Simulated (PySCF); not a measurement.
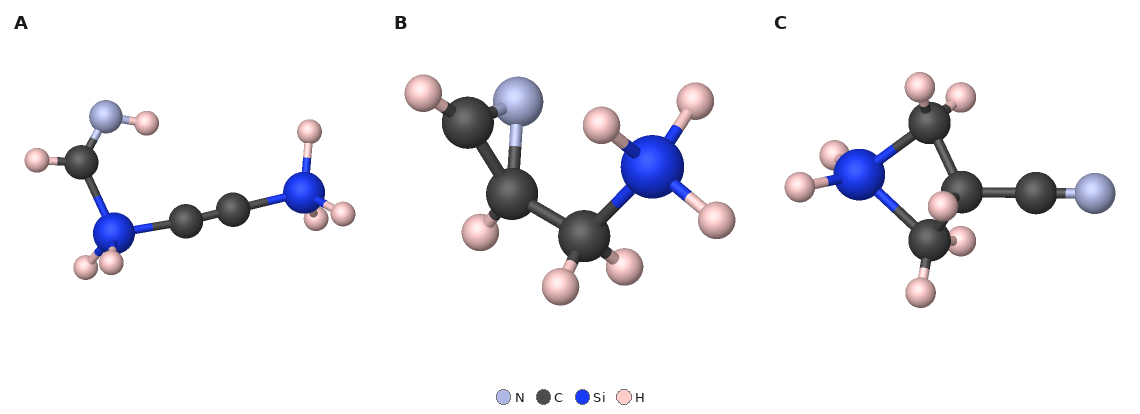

Figure made from data computed with PySCF.

```xyz
13
charge 0, multiplicity 1
N    -2.8668   -0.2936    1.3898
C    -1.9704   -0.1693    0.6669
C    -0.8118   -0.0113   -0.2047
C    -0.0328    1.3306   -0.0531
Si    1.5337    0.3496   -0.4952
C     0.3406   -1.0363    0.0184
H    -1.1711   -0.0981   -1.2438
H    -0.4022    2.1649   -0.6636
H    -0.0104    1.6459    1.0020
H     1.8538    0.3614   -1.9542
H     2.7841    0.5667    0.2903
H     0.2489   -1.9856   -0.5256
H     0.4519   -1.2563    1.0922
```

### Which panel shows the molecule in this file?

C. The file holds C4H7NSi, `N#CC1C[SiH2]C1`.
